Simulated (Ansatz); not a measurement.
# Ligand exchange: CH4 + Ge(NH2)2 → CH5N + GeH(NH2)

Species: CH4 (methane) `C`, singlet; Ge(NH2)2, singlet; CH5N (methylamine) `CN`, singlet; GeH(NH2), singlet. The partners trade H for NH2: C–H and Ge–NH2 bonds give way to C–NH2 and Ge–H.

Shapes, held fixed at every level: PBE0-D4/def2-TZVP. Flexible molecules stand in one conformer, not always the lowest. Programs: Ansatz 0.2.0. The zero-point and thermal change to 298 K, harmonic and unscaled (PBE0-D4/def2-TZVP), is -0.2 kJ/mol.

```json
{"level": "SPW92/def2-TZVPP", "kind": "LDA", "ΔH(298 K) (kJ/mol)": "+147.3", "less CCSD(T)/def2-TZVPP": "-2.0", "CPU time (sum over the molecules)": "4.5 s"}
{"level": "r2SCAN-D4/def2-TZVPP", "kind": "meta-GGA", "ΔH(298 K) (kJ/mol)": "+155.7", "less CCSD(T)/def2-TZVPP": "+6.4", "CPU time (sum over the molecules)": "17 s"}
{"level": "B3LYP-D4/def2-TZVPP", "kind": "global hybrid", "ΔH(298 K) (kJ/mol)": "+149.8", "less CCSD(T)/def2-TZVPP": "+0.5", "CPU time (sum over the molecules)": "12 s"}
{"level": "r2SCAN0-D4/def2-TZVPP", "kind": "global hybrid", "ΔH(298 K) (kJ/mol)": "+153.4", "less CCSD(T)/def2-TZVPP": "+4.1", "CPU time (sum over the molecules)": "16 s"}
{"level": "wB97M-V/def2-TZVPP", "kind": "range-separated hybrid", "ΔH(298 K) (kJ/mol)": "+149.9", "less CCSD(T)/def2-TZVPP": "+0.6", "CPU time (sum over the molecules)": "34 s"}
{"level": "CCSD/def2-SVP", "kind": "coupled cluster or CI", "ΔH(298 K) (kJ/mol)": "+130.6", "less CCSD(T)/def2-TZVPP": "-18.7", "CPU time (sum over the molecules)": "–"}
{"level": "CCSD/def2-TZVPP", "kind": "coupled cluster or CI", "ΔH(298 K) (kJ/mol)": "+147.7", "less CCSD(T)/def2-TZVPP": "-1.6", "CPU time (sum over the molecules)": "–"}
{"level": "CCSD(T)/def2-TZVPP", "kind": "coupled cluster or CI", "ΔH(298 K) (kJ/mol)": "+149.3", "less CCSD(T)/def2-TZVPP": "0.0", "CPU time (sum over the molecules)": "1.8 min"}
```

The highest level, CCSD(T)/def2-TZVPP, gives ΔH(298 K) = +149.3 kJ/mol; the levels span +130.6 to +155.7. The column of differences is taken from that level and isn't an error. No measured value is set beside it here. Relativity is left out for Ge unless named. Correlated rows may include outer-core shells of Ge, which these sets cover unevenly. Times are processor times on shared x86 and Arm servers, and rough.

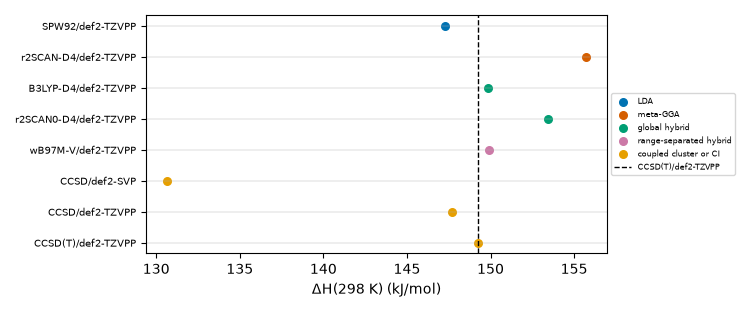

The values of the table, level by level.
